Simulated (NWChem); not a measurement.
# CH3GeO2 (SMILES O=[C](O)[GeH2]) at 3 levels

We compute a comparison of 3 runs (UHF/STO-3G, UHF/3-21G, UB3LYP/6-31G*) of CH3GeO2. 

The results are computed with NWChem 7.3.0.

### 1 The structure to begin with

CH3GeO2: 7 atoms, total charge 0, spin state doublet. As SMILES, `O=[C](O)[GeH2]`. Geometry: a GFN2-xTB relaxation, a rough one for these elements and not checked as a minimum.

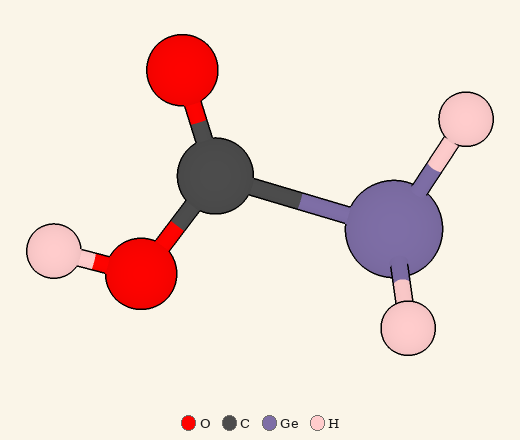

Viewed from a chosen angle; oxygen red, carbon dark grey, germanium purple, hydrogen pink.

### 2 Energy and gradient at UHF/STO-3G (run 1)

File run.py:

```python
from ase import Atoms
from ase.calculators.nwchem import NWChem

system = Atoms(['O', 'C', 'O', 'Ge', 'H', 'H', 'H'], positions=[
    [0.369280, -0.177670, 1.678780],
    [0.226560, -0.370290, 0.504830],
    [0.980300, -1.163900, -0.239600],
    [-1.228880, 0.468290, -0.609500],
    [1.692150, -1.589680, 0.273170],
    [-1.592590, 1.744060, 0.190610],
    [-0.446820, 1.089190, -1.798290],
])

calc = NWChem(
    label='a',
    theory='scf',
    memory='2200 mb',
    basis='STO-3G',
    basispar='spherical bse',
    scf={'nopen': '1', 'uhf': None, 'thresh': '1e-08', 'maxiter': '80'},
)
system.calc = calc

forces = system.get_forces()
print("Total energy (eV):", round(system.get_potential_energy(), 6))
print("forces (eV/A):")
for s, f in zip(system.symbols, forces):
    print(f"{s:2s} {f[0]:10.5f} {f[1]:10.5f} {f[2]:10.5f}")
```

Started as:

```console
$ export ASE_NWCHEM_COMMAND="nwchem PREFIX.nwi > PREFIX.nwo"
$ python run.py
```

What it wrote:

```text
Total energy (eV): -60913.213408
forces (eV/A):
O     1.09755    0.26158    3.99333
C    -4.51033    2.27908   -2.46857
O     1.90637   -2.26555   -3.00094
Ge    2.34433    3.05252    0.20409
H     0.48913   -0.11843    0.92313
H     0.01142   -1.97615   -0.95450
H    -1.33841   -1.23305    1.30345
```

The calculator wrote a.nwi:

```
title "a"

permanent_dir a

scratch_dir a

start a

geometry units angstrom nocenter noautosym noautoz
  O  3.6928000000000000e-01 -1.7766999999999999e-01 1.6787799999999999e+00
  C  2.2656000000000001e-01 -3.7029000000000001e-01 5.0483000000000000e-01
  O  9.8029999999999995e-01 -1.1638999999999999e+00 -2.3960000000000001e-01
  Ge -1.2288800000000000e+00 4.6828999999999998e-01 -6.0950000000000004e-01
  H  1.6921500000000000e+00 -1.5896800000000000e+00 2.7317000000000002e-01
  H  -1.5925900000000000e+00 1.7440599999999999e+00 1.9061000000000000e-01
  H  -4.4681999999999999e-01 1.0891900000000001e+00 -1.7982899999999999e+00
end

memory 2200 mb

basis spherical bse noprint
   * library STO-3G
end

scf
  nopen 1
  uhf
  thresh 1e-08
  maxiter 80
end

task scf gradient
```

a.nwo:

```text
Northwest Computational Chemistry Package (NWChem) 7.3.0
             --------------------------------------------------------

           Job information
           ---------------

    nwchem branch   = 7.3.0
    use scalapack   = T
    input           = a.nwi
    prefix          = a.
    data base       = a/a.db
    status          = startup
    nproc           =        1

           Memory information
           ------------------

[... 5 lines left out ...]
    hardfail = no
[... 41 lines left out ...]
            Nuclear Dipole moment (a.u.)
[... 86 lines left out ...]
 2-e energy   =    1149.285145
[... 18 lines left out ...]
  ga_iter_lsolve: convergence stagnant ... aborting solve
[... 13 lines left out ...]
      One electron energy =  -3626.448466369149
[... 9 lines left out ...]
          Final alpha eigenvalues
[... 276 lines left out ...]
                     UHF Final Beta Molecular Orbital Analysis
[... 283 lines left out ...]
                 ----------------------------------------
                 |  Time  |  1-e(secs)   |  2-e(secs)   |
                 ----------------------------------------
                 |  CPU   |       0.00   |       0.78   |
                 ----------------------------------------
                 |  WALL  |       0.00   |       0.78   |
                 ----------------------------------------

 Task  times  cpu:       10.0s     wall:       10.0s
 Total times  cpu:       10.0s     wall:       10.0s
```

Run time: 12 s. Hardware: 1 thread of AMD EPYC 7R13 (Zen 3), shared host; peak memory 0.097 GiB.

### 3 Energy and gradient at UHF/3-21G (run 2)

File geom.nw:

```
start geom
title "CH3GeO2 gradient"
memory total 2200 mb

geometry noautosym nocenter noautoz
  O     0.369280   -0.177670    1.678780
  C     0.226560   -0.370290    0.504830
  O     0.980300   -1.163900   -0.239600
  Ge   -1.228880    0.468290   -0.609500
  H     1.692150   -1.589680    0.273170
  H    -1.592590    1.744060    0.190610
  H    -0.446820    1.089190   -1.798290
end

basis spherical bse
  * library 3-21G
end

scf
  doublet
  uhf
  thresh 1e-08
  maxiter 80
  print medium
end

task scf gradient
```

Started as:

```console
$ nwchem geom.nw > geom.out
```

What it wrote:

```text
[...]
  functions       =    55
[...]
  wavefunction    = UHF
[...]
         Total SCF energy =  -2253.576795937014
      One electron energy =  -3627.938279756031
      Two electron energy =   1130.439150758916
 Nuclear repulsion energy =    243.922333060101
                       Sz =      0.5000
                 Sz(Sz+1) =      0.7500
                      S^2 =      0.7573
[...]
                         UHF ENERGY GRADIENTS
    atom               coordinates                        gradient
                 x          y          z           x          y          z
   1 O       0.697838  -0.335748   3.172434   -0.008989   0.003077  -0.008515
   2 C       0.428136  -0.699747   0.953990    0.046373  -0.022397   0.004072
   3 O       1.852498  -2.199452  -0.452778   -0.024383   0.021027   0.007043
   4 Ge     -2.322246   0.884940  -1.151788   -0.028313  -0.017957  -0.009074
   5 H       3.197700  -3.004060   0.516216   -0.001009   0.000736   0.003015
   6 H      -3.009559   3.295796   0.360201    0.010395   0.006388  -0.002684
   7 H      -0.844367   2.058271  -3.398275    0.005927   0.009125   0.006142
[...]
```

It took 7.5 s on 1 thread of AMD EPYC 7R13 (Zen 3), shared host; peak memory 0.098 GiB.

### 4 Energy and forces at UB3LYP/6-31G(d) (Cartesian functions) (run 3)

File test.nw:

```
start test
title "CH3GeO2"
memory stack 880 mb heap 220 mb global 1100 mb

geometry units angstrom noautosym nocenter noautoz
  O     0.369280   -0.177670    1.678780
  C     0.226560   -0.370290    0.504830
  O     0.980300   -1.163900   -0.239600
  Ge   -1.228880    0.468290   -0.609500
  H     1.692150   -1.589680    0.273170
  H    -1.592590    1.744060    0.190610
  H    -0.446820    1.089190   -1.798290
end

basis cartesian
  * library 6-31G*
end

dft
  xc b3lyp
  mult 2
  grid xfine
  convergence energy 1e-08
  maxiter 100
  mulliken
end

task dft gradient
```

Started as:

```console
$ nwchem test.nw > test.out
```

What it wrote:

```text
[...]
          Wavefunction type:  spin polarized.
          No. of atoms     :     7
          No. of electrons :    57
[...]
          Charge           :     0
          Spin multiplicity:     2
[...]
          AO basis - number of functions:    86
[...]
              XC Information
              --------------
                         B3LYP Method XC Potential
                     Hartree-Fock (Exact) Exchange  0.200
                        Slater Exchange Functional  0.800 local
                    Becke 1988 Exchange Functional  0.720 non-local
              Lee-Yang-Parr Correlation Functional  0.810
                  VWN I RPA Correlation Functional  0.190 local
[...]
 d= 0,ls=0.0,diis     1  -2266.9393944747 -2.51D+03  1.07D-02  4.78D-01     4.2
[...]
 d= 0,ls=0.0,diis    13  -2267.0734913640 -2.01D-09  3.50D-07  8.83D-10    46.2
[...]
         Total DFT energy =    -2267.073491363968
      One electron energy =    -3639.367133994213
           Coulomb energy =     1231.095992350917
    Exchange-Corr. energy =     -102.724682780773
 Nuclear repulsion energy =      243.922333060101
[...]
      Total Density - Mulliken Population Analysis
     ---------------------------------------------
    Atom       Charge   Shell Charges
 -----------   ------   -------------------------------------------------------
    1 O    8     8.40   1.99  0.91  2.87  1.02  1.61 -0.00
    2 C    6     5.51   1.99  0.73  1.90  0.41  0.40  0.08
    3 O    8     8.52   1.99  0.91  2.94  0.93  1.71  0.03
    4 Ge  32    32.05   2.00  1.99  6.00  1.93  5.99  1.40  2.05  0.17  0.37  6.92  2.97  0.27
    5 H    1     0.59   0.46  0.13
    6 H    1     0.96   0.48  0.48
    7 H    1     0.97   0.48  0.49
[...]
      <S2> =      0.7525 (Exact =     0.7500)
[...]
  wavefunction    = open shell
[...]
```

Wall time 57 s (1 thread of AMD EPYC 7R13 (Zen 3), shared host); peak memory 0.14 GiB.

### 5 All runs side by side

```csv
run,level,Cartesian functions,iteration cap,energy (Eh),dipole moment (D),HOMO energy (eV),LUMO energy (eV),wall time
1,UHF/STO-3G,no,80,-2238.519323,1.51,-7.34,4.00,12 s
2,UHF/3-21G,no,80,-2253.576796,1.99,-9.71,0.01,7.5 s
3,UB3LYP/6-31G* (Cartesian functions),yes,100,-2267.073491,1.59,-6.51,-3.94,57 s
```

### 6 What came out

| quantity | value |
| --- | --- |
| run 3: total energy | -2267.07349 Eh |
| run 3: dipole moment | 1.59 D |
| run 3: HOMO energy (highest over α and β) | -6.51 eV |
| run 3: LUMO energy (lowest over α and β) | -3.94 eV |
| run 3: ⟨S²⟩ | 0.752 |
| run 3: largest force on an atom | 1.461 eV/Å |

The dipole moment (its size) runs from 1.51 D (UHF/STO-3G) to 1.99 D (UHF/3-21G). In run 1 the basis is minimal, so the values are rough. Spin contamination of the reference: run 1 ⟨S²⟩ = 0.87. All runs together took 76 s, the longest 57 s.
